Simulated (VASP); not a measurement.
Input:

```
VS
1.0
    0.00000     2.63662     2.63662
    2.63662     0.00000     2.63662
    2.63662     2.63662     0.00000
V S
1 1
Cartesian
  0.00000   0.00000   0.00000
  1.31831   1.31831   1.31831
```
Starting moments (μB, in the order of the record's atoms V S): -1.9 0.1.

Calculation: PBEsol GGA, VASP's PBE PAW potentials (set 64) (plane waves; VASP 6.6.1). Numerical set-up: 400 eV cut-off, 13×13×13 Γ-centred mesh, tetrahedra with Blöchl corrections, potentials V_sv S.

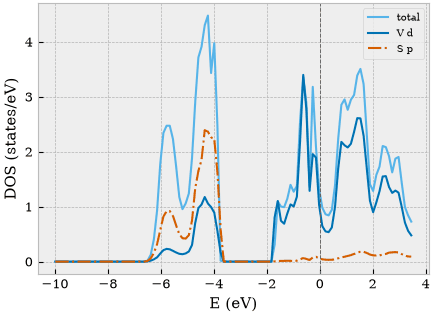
Fig. 1. Total and projected density of states, zero at the Fermi level

Within 2 eV below the Fermi level the largest weight inside VASP's projection spheres is V d.

It has no gap at this level: it comes out as a metal or semimetal.

The structure was generated: VS was put into the zinc blende type (F-43m), which need not be its known phase. It was relaxed first, which changed the volume by -31 %.
